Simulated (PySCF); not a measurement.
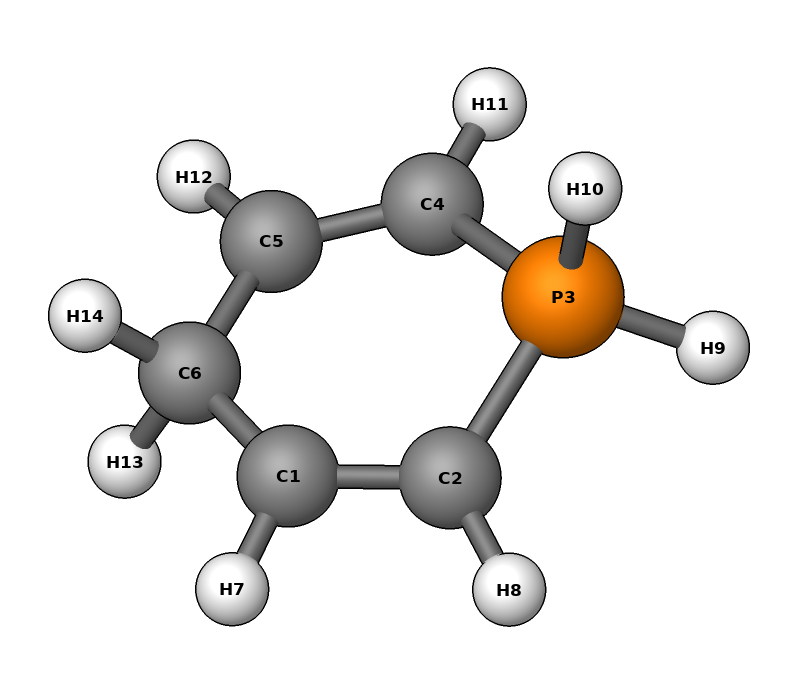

State: charge +1, singlet. Geometry: a frame of a GFN2-xTB molecular-dynamics simulation, not a minimum. Level of theory: GIAO PBE0/pcSseg-1 NMR shielding, non-relativistic, gas phase (PySCF 2.14.0). Principal shieldings σ11 ≤ σ22 ≤ σ33, span Ω = σ33 − σ11, skew κ = 3(σiso − σ22)/Ω.

Give the shielding tensors of the C atoms.

```tsv
atom	σ11	σ22	σ33	σiso	Ω	κ
C1	−114.7	−4.9	178.6	19.7	293.3	0.25
C2	−18.1	111.7	169.9	87.9	188.0	−0.38
C4	−10.1	107.6	169.8	89.1	179.8	−0.31
C5	−108.0	−7.3	180.1	21.6	288.1	0.30
C6	112.7	159.6	180.4	150.9	67.7	−0.39
```

Shieldings and span in ppm.
